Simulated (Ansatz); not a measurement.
# FCI/STO-3G run of SO2 (sulfur dioxide)

Aim: the electronic atomisation energy of SO2 (sulfur dioxide) at FCI/STO-3G, from 3 runs. 

The results are computed with Ansatz 0.2.0.

57 further runs of the same task are left out: 19 that didn't finish, 38 set aside as unsound or not needed.

## (1) Starting point

SO2: 3 atoms, total charge 0, spin state singlet. As SMILES, `O=S=O`. The coordinates come from a PBE0-D4/def2-TZVP relaxation.

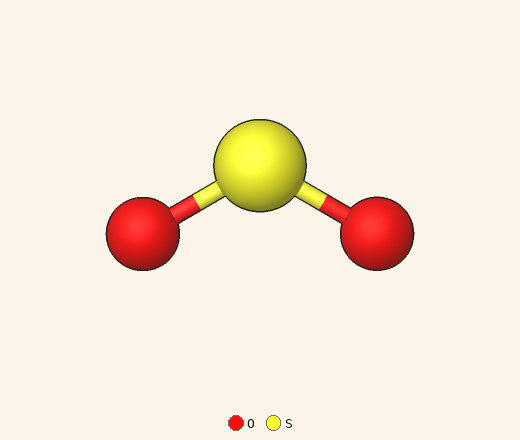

The structure, seen from a chosen angle (oxygen red, sulfur yellow).

## (2) A single-point energy at FCI/STO-3G

Contents of input.yaml:

```yaml
basis:
  gaussian:
    orbitals: STO-3G
crystal:
  periodic: [false, false, false]
  atoms:
    - {symbol: O, position_ang: [-0.974420, 0.645900, -0.459510]}
    - {symbol: S, position_ang: [0.269520, 0.357380, 0.186790]}
    - {symbol: O, position_ang: [0.704900, -1.003280, 0.272720]}
correlation:
  method: fci
  frozen_orbitals: {O: 1, S: 5}
accuracy: high
```

Launch:

```sh
ansatz run input.yaml --threads 1 --pin off --max-ram 3480MiB --events-out events.jsonl --progress --plain --runs-dir runs
```

The log of the run:

```text
Warning: RAYON_NUM_THREADS=1 ignored (pool sized by the plan → 1); use --threads N
Functional definition: HF
  name "HF"
  exchange = exact_x
  correlation = 0
337 factors; integrals over basis functions are off by at most 2.4e-8 eV
mean field evaluation 1: about -14706.1573 eV, gradient 3.4e1 eV
mean field evaluation 2: about -14706.2379 eV, gradient 3.4e1 eV
mean field evaluation 4: about -14710.5387 eV, gradient 1.4e0 eV
mean field evaluation 8: about -14710.5487 eV, gradient 4.5e-6 eV
mean field -14710.54867275 eV, -540.6026925556 hartree, gradient 1.6e-8 eV, S^2 0.000000; 0 other end points of the search recorded, 0 dependent functions left out; unrestricted orbitals would lower it
mean field evaluation 16: about -14711.1889 eV, gradient 7.9e0 eV
unrestricted determinant -14712.56238571 eV, -540.6766951419 hartree, S^2 0.8713
7 core orbitals not correlated: weight in the atoms' cores, before any rotation towards them, 1.000 or more for the frozen orbitals, at most 0.000 for the correlated occupied ones
reference -14710.54867275 eV, -540.6026925556 hartree; 9, 9 occupied and 3, 3 virtual orbitals, 337 factors
state -14716.25821602 eV, -540.8125144006 hartree
Total energy: -14716.25821602 eV, -540.8125144006 hartree
```

It took 0.75 s on 1 thread of Arm Neoverse V1, shared host.

## (3) The O atom at the same level

Contents of in.yaml:

```yaml
crystal:
  periodic: [false, false, false]
  atoms:
    - symbol: O
      position_ang: [0.000000, 0.000000, 0.000000]
basis:
  gaussian: {orbitals: STO-3G}
magnetization: {spin_polarized: true, initial_magnetization: 2}
correlation: {method: fci, frozen_orbitals: {O: 1}}
accuracy: high
```

Launch:

```sh
ansatz run in.yaml --threads 1 --pin off --max-ram 3480MiB --events-out events.jsonl --progress --plain --runs-dir runs
```

The log of the run:

```text
Warning: RAYON_NUM_THREADS=1 ignored (pool sized by the plan → 1); use --threads N
[... 4 set-up lines as earlier in the session ...]
15 factors; integrals over basis functions are off by at most 1.1e-9 eV
mean field evaluation 1: about -2008.3132 eV, gradient 1.7e-14 eV
mean field evaluation 2: about -2008.3132 eV, gradient 0.0e0 eV
mean field -2008.31323932 eV, -73.8041502613 hartree, gradient 0.0e0 eV, S^2 2.000000; 2 other end points of the search recorded, 0 dependent functions left out
mean field evaluation 4: about -2008.3132 eV, gradient 2.0e-12 eV
1 core orbitals not correlated: weight in the atoms' cores, before any rotation towards them, 1.000 or more for the frozen orbitals, at most 0.000 for the correlated occupied ones
reference -2008.31323932 eV, -73.8041502613 hartree; 4, 2 occupied and 0, 2 virtual orbitals, 15 factors
state -2008.31323932 eV, -73.8041502613 hartree
Total energy: -2008.31323932 eV, -73.8041502613 hartree
```

Run time: 0.04 s. Hardware: 1 thread of Arm Neoverse V1, shared host.

## (4) The S atom

Contents of molecule.yaml:

```yaml
crystal:
  periodic: [false, false, false]
  atoms:
    - {symbol: S, position_ang: [0.000000, 0.000000, 0.000000]}
basis:
  gaussian:
    orbitals: STO-3G
magnetization:
  spin_polarized: true
  initial_magnetization: 2
correlation:
  method: fci
  frozen_orbitals: {S: 5}
accuracy: high
```

Run the same way, it converges to -393.13022 Eh (log not shown).

## (5) Summary of results

Level: FCI/STO-3G, 7 core orbitals frozen.

| quantity | value |
| --- | --- |
| molecule: total energy | -540.81251 Eh |
| molecule: correlation energy (7 core orbitals frozen) | -209.8 mEh |
| O atom: total energy | -73.80415 Eh |
| O atom: correlation energy (1 core orbital frozen) | 0.0 mEh |
| S atom: total energy | -393.13022 Eh |
| S atom: correlation energy (5 core orbitals frozen) | 0.0 mEh |
| electronic atomisation energy | 2.013 eV |

What this shows: Taking the molecule apart into free atoms costs 2.01 eV (194 kJ/mol), before zero-point energy and without spin-orbit coupling. In a minimal basis such a difference can be off by several eV, whatever the method. The restricted solution (molecule) is unstable to spin breaking: an unrestricted one lies lower.
